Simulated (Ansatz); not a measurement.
# Run report: CH$_{2}$BrFO$_{2}$Si, geometry relaxation

System: CH$_{2}$BrFO$_{2}$Si.
Method: RKS PBE-D4/def2-SVP (Ansatz 0.2.0).

The geometry: force-field start.

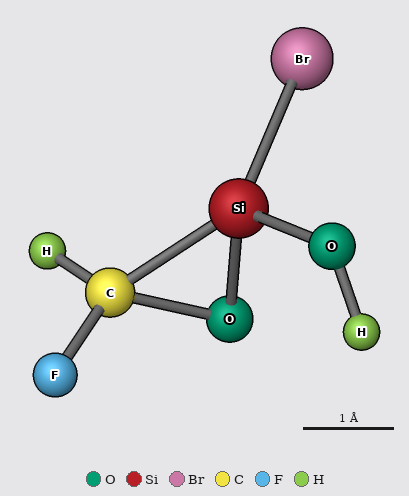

**Figure 1.** The input geometry (ball-and-stick view, seen at a tilt). Bond lengths as drawn: Br–Si 2.15 Å, C–F 1.37 Å, C–H 1.09 Å, C–O 1.46 Å, C–Si 1.79 Å, H–O 1.02 Å and O–Si 1.63 to 1.64 Å.

Key numbers:

```csv
quantity,value
outcome,converged
total energy,−85766.8578 eV
mean-field energy,−85766.6397 eV
dispersion energy,−0.2181 eV
SCF solution under orbital rotations,stable
largest force (length of the vector) at the end,0.015 eV/Å
dipole moment,1.02 D
hardware,"4 threads of Arm Neoverse V2, 23 GiB of memory available, shared host"
wall time,24 s (CPU time 85 s)
peak memory,0.19 GiB
```

Input:
```yaml
crystal:
  periodic: [false, false, false]
  atoms:
    - {symbol: O, position_ang: [0.759100, -0.576900, -1.712400]}
    - {symbol: Si, position_ang: [0.605200, -0.341000, -0.096000]}
    - {symbol: Br, position_ang: [2.503200, -0.164400, 0.895400]}
    - {symbol: O, position_ang: [-0.129900, 1.095200, 0.163700]}
    - {symbol: C, position_ang: [-0.913400, 0.029000, 0.785900]}
    - {symbol: F, position_ang: [-2.143300, -0.287700, 0.261800]}
    - {symbol: H, position_ang: [0.319300, 0.183100, -2.228800]}
    - {symbol: H, position_ang: [-0.908100, 0.005500, 1.874600]}
basis:
  gaussian: {orbitals: def2-SVP}
hamiltonian: {xc: pbe, dispersion: d4}
relax: {f_tol: 0.03, max_steps: 200}
```

Run as:
```bash
ansatz run in.yaml --threads 4 --pin off --events-out ev --progress --plain --max-ram 10444MiB
```

What the program printed:
```
Functional definition: PBE
  name "PBE"
  cite "Perdew, Burke & Ernzerhof, Phys. Rev. Lett. 77, 3865 (1996) doi:10.1103/PhysRevLett.77.3865"
  parent pbe
  parameter kappa = 0.804
  parameter beta = 0.06672455060314922
  exchange = pbe_x(kappa = kappa, mu = beta*pi^2/3)
  correlation = pbe_c(beta = beta)
1249 factors; their error is unknown
mean field evaluation 1: about -85756.8783 eV, gradient 7.0e1 eV
mean field evaluation 2: about -85701.2581 eV, gradient 1.7e2 eV
mean field evaluation 4: about -85765.5867 eV, gradient 1.9e1 eV
mean field evaluation 8: about -85766.1964 eV, gradient 1.5e-1 eV
mean field evaluation 16: about -85766.0797 eV, gradient 1.4e-3 eV
mean field -85766.07967465 eV, -3151.8452937067 hartree, gradient 4.4e-5 eV, S^2 0.000000; 0 other end points of the search recorded, 0 dependent functions left out
the calculation of the forces begins
reference -85766.07970374 eV, -3151.8452947758 hartree; 41, 41 occupied and 75, 75 virtual orbitals, 1249 factors
relax step   1: F+E_penalty+E_count = -85766.30403922 eV  Δ(F+E_penalty+E_count) = +0.000e0 eV  max|allowed force component| = 2.535e0 eV/Å  Δτ_max = 0.0000 Å  (29 SCF iters, accepted)
these checks for a lower state are left out or cut short: starts, cluster_reference, orbital_swaps, neighbouring_geometries, increment
1249 factors; their error is unknown
mean field -85766.55345808 eV, -3151.8627049267 hartree, gradient 2.4e-5 eV, S^2 0.000000; 0 other end points of the search recorded, 0 dependent functions left out
[... from here on the field's lines of each further geometry are left out, up to the last ...]
relax step   2: F+E_penalty+E_count = -85766.77139838 eV  Δ(F+E_penalty+E_count) = -4.674e-1 eV  max|allowed force component| = 5.819e-1 eV/Å  Δτ_max = 0.1965 Å  (36 SCF iters, accepted)
relax step   3: F+E_penalty+E_count = -85766.81701083 eV  Δ(F+E_penalty+E_count) = -4.561e-2 eV  max|allowed force component| = 2.145e-1 eV/Å  Δτ_max = 0.0563 Å  (30 SCF iters, accepted)
relax step   4: F+E_penalty+E_count = -85766.83158722 eV  Δ(F+E_penalty+E_count) = -1.458e-2 eV  max|allowed force component| = 2.941e-1 eV/Å  Δτ_max = 0.1499 Å  (35 SCF iters, accepted)
relax step   5: F+E_penalty+E_count = -85766.84487742 eV  Δ(F+E_penalty+E_count) = -1.329e-2 eV  max|allowed force component| = 1.372e-1 eV/Å  Δτ_max = 0.0314 Å  (30 SCF iters, accepted)
relax step   6: F+E_penalty+E_count = -85766.85067769 eV  Δ(F+E_penalty+E_count) = -5.800e-3 eV  max|allowed force component| = 1.934e-1 eV/Å  Δτ_max = 0.0665 Å  (29 SCF iters, accepted)
relax step   7: F+E_penalty+E_count = -85766.85218475 eV  Δ(F+E_penalty+E_count) = -1.507e-3 eV  max|allowed force component| = 3.665e-1 eV/Å  Δτ_max = 0.0437 Å  (30 SCF iters, accepted)
relax step   8: F+E_penalty+E_count = -85766.85705830 eV  Δ(F+E_penalty+E_count) = -4.874e-3 eV  max|allowed force component| = 5.409e-2 eV/Å  Δτ_max = 0.0738 Å  (31 SCF iters, accepted)
relax step   9: F+E_penalty+E_count = -85766.85665691 eV  Δ(F+E_penalty+E_count) = +4.014e-4 eV  max|allowed force component| = 2.247e-1 eV/Å  Δτ_max = 0.0184 Å  (31 SCF iters, rejected (line search))
relax step  10: F+E_penalty+E_count = -85766.85738094 eV  Δ(F+E_penalty+E_count) = -3.226e-4 eV  max|allowed force component| = 3.180e-2 eV/Å  Δτ_max = 0.0090 Å  (32 SCF iters, accepted)
relax step  11: F+E_penalty+E_count = -85766.85749797 eV  Δ(F+E_penalty+E_count) = -1.170e-4 eV  max|allowed force component| = 3.338e-2 eV/Å  Δτ_max = 0.0085 Å  (32 SCF iters, accepted)
relax step  12: F+E_penalty+E_count = -85766.85768278 eV  Δ(F+E_penalty+E_count) = -1.848e-4 eV  max|allowed force component| = 4.903e-2 eV/Å  Δτ_max = 0.0300 Å  (30 SCF iters, accepted)
relax step  13: F+E_penalty+E_count = -85766.85755552 eV  Δ(F+E_penalty+E_count) = +1.273e-4 eV  max|allowed force component| = 3.059e-2 eV/Å  Δτ_max = 0.0131 Å  (31 SCF iters, rejected (line search))
the calculation of the forces begins
reference -85766.63965696 eV, -3151.8658726771 hartree; 41, 41 occupied and 75, 75 virtual orbitals, 1249 factors
relax step  14: F+E_penalty+E_count = -85766.85777503 eV  Δ(F+E_penalty+E_count) = -9.225e-5 eV  max|allowed force component| = 1.215e-2 eV/Å  Δτ_max = 0.0052 Å  (31 SCF iters, accepted)
1249 factors; their error is unknown
mean field evaluation 128: about -85766.6396 eV, gradient 3.7e-2 eV
```

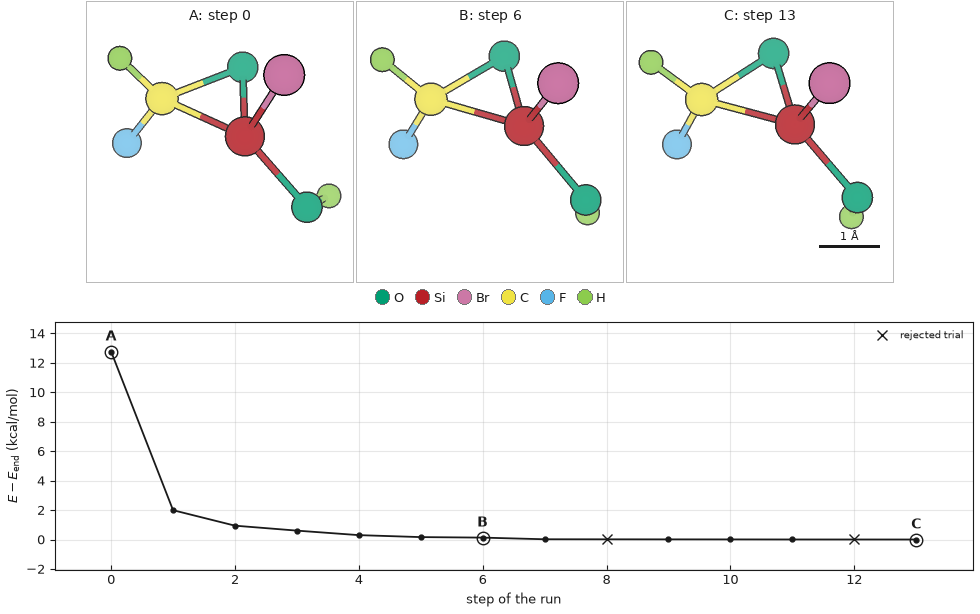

**Figure 2.** Frames of the relaxation (ball-and-stick view, seen at a tilt) above the curves, on which the letters mark them (the first geometry is step 0 here and step 1 in the log).

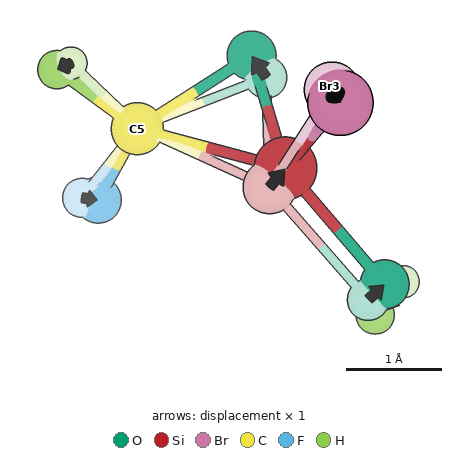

**Figure 3.** Start (faint) and end (solid) with the displacements as black arrows, at true length (ball-and-stick view, seen at a tilt). The two geometries are laid on each other by the best rigid fit. After 13 geometry steps the energy has fallen by 12.8 kcal/mol. The largest force component goes from 2.5 to 0.012 eV/Å. The line search rejected the trial steps at points 8, 12 (counted from 0) and went back. The atom that moves furthest after the best rigid fit is H7 (0.46 Å). By element the largest moves are H 0.46 Å, O 0.28 Å, Si 0.26 Å, Br 0.25 Å, F 0.18 Å, C 0.03 Å. Among the contacts that change: Si2–O4 1.634 → 1.702 Å, Si2–Br3 2.149 → 2.199 Å, O1–H7 1.019 → 0.976 Å, Si2–C5 1.795 → 1.835 Å. Among the angles that change: Br3–Si2–O4 104.6° → 117.5°, O1–Si2–O4 109.0° → 118.6°, Si2–C5–H8 118.9° → 128.3°. (Atoms are counted from 1 in the order of the input.)

```
mean field -85766.63962787 eV, -3151.8658716078 hartree, gradient 7.3e-6 eV, S^2 0.000000; 1 other end points of the search recorded, 0 dependent functions left out
the calculation of the forces begins
reference -85766.63965696 eV, -3151.8658726771 hartree; 41, 41 occupied and 75, 75 virtual orbitals, 1249 factors
Total energy: -85766.85780412 eV, -3151.8738894373 hartree
Atom 0 at     0.904728    -0.379188    -1.716051 Å, force    -0.006017     0.002384    -0.003938 eV/Å
Atom 1 at     0.704373    -0.092078    -0.096715 Å, force     0.005417    -0.001538    -0.003365 eV/Å
Atom 2 at     2.682341    -0.314562     0.838137 Å, force    -0.002230     0.000034     0.000089 eV/Å
Atom 3 at    -0.247088     1.234825     0.383207 Å, force     0.003465    -0.000042    -0.002875 eV/Å
Atom 4 at    -0.900050    -0.004076     0.790145 Å, force    -0.002344     0.009208     0.012147 eV/Å
Atom 5 at    -2.070949    -0.221617     0.115419 Å, force    -0.003872    -0.004589    -0.006347 eV/Å
Atom 6 at     0.106038    -0.213196    -2.252308 Å, force     0.005151    -0.001525     0.003020 eV/Å
Atom 7 at    -1.087292    -0.067308     1.882366 Å, force     0.000429    -0.003931     0.001270 eV/Å
Dipole moment:    -0.023483    -0.190191    -0.089819 e Å
```

Trajectory as extended XYZ (Å, eV, eV/Å), 14 frames, from step=1 to step=14:
```
8
Properties=species:S:1:pos:R:3:forces:R:3 step=1 energy=-85766.30404
O     0.7591   -0.5769   -1.7124   -0.5652   0.6550  -1.6312
Si    0.6052   -0.3410   -0.0960    1.3350  -0.9754  -1.2171
Br    2.5032   -0.1644    0.8954    1.2603  -0.4551   0.5709
O    -0.1299    1.0952    0.1637   -2.5348   1.6918   0.8884
C    -0.9134    0.0290    0.7859   -0.3046  -0.6552  -0.3915
F    -2.1433   -0.2877    0.2618    0.4883   0.6769   0.1664
H     0.3193    0.1831   -2.2288    0.7362  -1.3661   0.9359
H    -0.9081    0.0055    1.8746   -0.4151   0.4281   0.6783
8
Properties=species:S:1:pos:R:3:forces:R:3 step=2 energy=-85766.77140
O     0.7974   -0.5397   -1.7350   -0.1336   0.3273  -0.5689
Si    0.6695   -0.2191   -0.1185    0.4203  -0.1505  -0.0841
Br    2.6333   -0.3073    0.9310   -0.2491  -0.0692  -0.2404
O    -0.2872    1.1375    0.1654   -0.3235   0.3575   0.2665
C    -0.9074   -0.0277    0.7912   -0.2650   0.2556   0.2141
F    -2.1379   -0.3159    0.2742    0.3341  -0.0140   0.0707
H     0.2866    0.1316   -2.2614    0.3804  -0.5819   0.4022
H    -0.9622    0.0834    1.8972   -0.1635  -0.1248  -0.0601
8
Properties=species:S:1:pos:R:3:forces:R:3 step=3 energy=-85766.81701
O     0.8263   -0.5326   -1.7258   -0.0028   0.1446  -0.1180
Si    0.6735   -0.1782   -0.1129    0.0316  -0.1058  -0.0497
Br    2.6451   -0.3385    0.8857   -0.1354   0.0150  -0.0994
O    -0.3099    1.1728    0.1917   -0.0580   0.1166   0.1548
C    -0.9137   -0.0104    0.8004    0.0675   0.0615   0.1560
F    -2.1226   -0.3268    0.2617    0.0931   0.0056  -0.0178
H     0.2884    0.0873   -2.2646    0.0951  -0.2145   0.0627
H    -0.9950    0.0692    1.9081   -0.0911  -0.0230  -0.0886
8
Properties=species:S:1:pos:R:3:forces:R:3 step=4 energy=-85766.83159
O     0.8820   -0.4714   -1.7348    0.1105  -0.1438   0.0785
Si    0.6598   -0.1715   -0.1232    0.2941   0.2431   0.2132
Br    2.6452   -0.3113    0.8595   -0.1842  -0.0730  -0.1137
O    -0.2694    1.1907    0.3020   -0.0844  -0.1462  -0.0693
C    -0.9103   -0.0142    0.8239   -0.1378   0.2256  -0.1012
F    -2.1151   -0.2733    0.2300    0.0938   0.0067  -0.0100
H     0.2518   -0.0393   -2.3362   -0.1558   0.0463  -0.0424
H    -1.0520    0.0331    1.9230    0.0639  -0.1587   0.0449
8
Properties=species:S:1:pos:R:3:forces:R:3 step=5 energy=-85766.84488
O     0.8765   -0.4853   -1.7213   -0.1069   0.1076  -0.0919
Si    0.6727   -0.1451   -0.1121    0.0009   0.1063   0.0953
Br    2.6511   -0.3265    0.8510   -0.0539  -0.0131  -0.0247
O    -0.2816    1.2100    0.2949    0.0097  -0.1179  -0.0098
C    -0.9097   -0.0010    0.8172    0.0503   0.0133  -0.0807
F    -2.1013   -0.2803    0.2117   -0.0002   0.0257  -0.0157
H     0.2359   -0.0430   -2.3159    0.0718  -0.1148   0.1372
H    -1.0515    0.0140    1.9186    0.0282  -0.0071  -0.0096
8
Properties=species:S:1:pos:R:3:forces:R:3 step=6 energy=-85766.85068
O     0.8842   -0.4628   -1.7172    0.1724  -0.0453   0.1045
Si    0.6829   -0.1274   -0.1088    0.0432  -0.0123   0.0993
Br    2.6589   -0.3247    0.8499   -0.0401  -0.0062  -0.0200
O    -0.2708    1.2169    0.3153   -0.0020   0.0251  -0.0256
C    -0.9058   -0.0014    0.8051   -0.0077  -0.0263  -0.0133
F    -2.0959   -0.2606    0.1857    0.0168   0.0128  -0.0303
H     0.1950   -0.0886   -2.2898   -0.1934   0.0542  -0.1487
H    -1.0564   -0.0087    1.9041    0.0108  -0.0020   0.0340
8
Properties=species:S:1:pos:R:3:forces:R:3 step=7 energy=-85766.85218
O     0.8916   -0.4367   -1.7175    0.3541  -0.1297   0.2561
Si    0.6882   -0.1189   -0.1055    0.0356   0.0009   0.0464
Br    2.6630   -0.3271    0.8481   -0.0232  -0.0042  -0.0137
O    -0.2651    1.2220    0.3294    0.0003   0.0188  -0.0100
C    -0.9040   -0.0011    0.8018   -0.0132  -0.0124  -0.0212
F    -2.0896   -0.2523    0.1694    0.0081   0.0083  -0.0241
H     0.1710   -0.1240   -2.2805   -0.3665   0.1261  -0.2754
H    -1.0630   -0.0192    1.8991    0.0048  -0.0077   0.0419
8
Properties=species:S:1:pos:R:3:forces:R:3 step=8 energy=-85766.85706
O     0.8961   -0.4062   -1.7160    0.0456   0.0028   0.0284
Si    0.7000   -0.1029   -0.0986    0.0142  -0.0121  -0.0246
Br    2.6742   -0.3250    0.8483   -0.0154   0.0010  -0.0220
O    -0.2505    1.2320    0.3597   -0.0062   0.0154  -0.0051
C    -0.8995    0.0002    0.7942    0.0037  -0.0100   0.0541
F    -2.0735   -0.2345    0.1334   -0.0240   0.0088  -0.0191
H     0.1234   -0.1786   -2.2664   -0.0223  -0.0026   0.0080
H    -1.0781   -0.0421    1.8897    0.0044  -0.0033  -0.0197
8
Properties=species:S:1:pos:R:3:forces:R:3 step=9 energy=-85766.85666 accepted=F
O     0.9007   -0.3886   -1.7188    0.2247  -0.0588   0.1614
Si    0.7005   -0.0976   -0.1001    0.0105  -0.0142  -0.0053
Br    2.6739   -0.3257    0.8466   -0.0134   0.0069  -0.0212
O    -0.2525    1.2324    0.3654   -0.0022   0.0235  -0.0009
C    -0.8997   -0.0024    0.7942    0.0071  -0.0015   0.0252
F    -2.0733   -0.2353    0.1310   -0.0178   0.0074  -0.0094
H     0.1213   -0.1923   -2.2632   -0.2108   0.0514  -0.1329
H    -1.0788   -0.0477    1.8892    0.0018  -0.0149  -0.0170
8
Properties=species:S:1:pos:R:3:forces:R:3 step=10 energy=-85766.85738
O     0.8997   -0.3995   -1.7155    0.0113   0.0011  -0.0035
Si    0.7004   -0.1013   -0.0981    0.0077  -0.0017  -0.0182
Br    2.6751   -0.3249    0.8451   -0.0038   0.0006  -0.0089
O    -0.2502    1.2326    0.3630   -0.0038   0.0070   0.0024
C    -0.9000   -0.0003    0.7940   -0.0025   0.0003   0.0318
F    -2.0740   -0.2317    0.1309   -0.0126   0.0050  -0.0099
H     0.1207   -0.1869   -2.2641    0.0023  -0.0070   0.0202
H    -1.0795   -0.0453    1.8889    0.0014  -0.0053  -0.0139
8
Properties=species:S:1:pos:R:3:forces:R:3 step=11 energy=-85766.85750
O     0.8993   -0.3952   -1.7152    0.0318  -0.0009   0.0114
Si    0.7022   -0.0987   -0.0972    0.0112  -0.0067  -0.0174
Br    2.6778   -0.3214    0.8440   -0.0065   0.0014  -0.0099
O    -0.2497    1.2330    0.3676   -0.0019   0.0130  -0.0017
C    -0.8996   -0.0016    0.7921    0.0054  -0.0063   0.0334
F    -2.0717   -0.2314    0.1254   -0.0204   0.0047  -0.0147
H     0.1152   -0.1903   -2.2585   -0.0166  -0.0019  -0.0013
H    -1.0814   -0.0515    1.8860   -0.0029  -0.0033   0.0003
8
Properties=species:S:1:pos:R:3:forces:R:3 step=12 energy=-85766.85768
O     0.9053   -0.3742   -1.7169   -0.0430  -0.0037  -0.0293
Si    0.7052   -0.0920   -0.0966    0.0020   0.0055  -0.0112
Br    2.6812   -0.3181    0.8409    0.0018   0.0020  -0.0029
O    -0.2466    1.2353    0.3810   -0.0047  -0.0044   0.0099
C    -0.8993   -0.0034    0.7899    0.0022   0.0104   0.0052
F    -2.0695   -0.2237    0.1146   -0.0043   0.0011  -0.0010
H     0.1021   -0.2162   -2.2508    0.0490  -0.0060   0.0319
H    -1.0864   -0.0649    1.8823   -0.0029  -0.0048  -0.0026
8
Properties=species:S:1:pos:R:3:forces:R:3 step=13 energy=-85766.85756 accepted=F
O     0.9071   -0.3776   -1.7171   -0.0077   0.0037  -0.0306
Si    0.7011   -0.0902   -0.0996    0.0299  -0.0232   0.0280
Br    2.6777   -0.3112    0.8390    0.0026  -0.0045  -0.0002
O    -0.2452    1.2359    0.3882   -0.0256   0.0258   0.0033
C    -0.9014   -0.0027    0.7908    0.0187  -0.0153   0.0014
F    -2.0744   -0.2138    0.1183   -0.0092  -0.0010  -0.0012
H     0.1103   -0.2223   -2.2590    0.0001   0.0011   0.0053
H    -1.0831   -0.0753    1.8836   -0.0090   0.0135  -0.0061
8
Properties=species:S:1:pos:R:3:forces:R:3 step=14 energy=-85766.85777
O     0.9047   -0.3792   -1.7161   -0.0060   0.0024  -0.0039
Si    0.7044   -0.0921   -0.0967    0.0054  -0.0015  -0.0034
Br    2.6823   -0.3146    0.8381   -0.0022   0.0000   0.0001
O    -0.2471    1.2348    0.3832    0.0035   0.0000  -0.0029
C    -0.9001   -0.0041    0.7901   -0.0023   0.0092   0.0121
F    -2.0709   -0.2216    0.1154   -0.0039  -0.0046  -0.0063
H     0.1060   -0.2132   -2.2523    0.0052  -0.0015   0.0030
H    -1.0873   -0.0673    1.8824    0.0004  -0.0039   0.0013
```
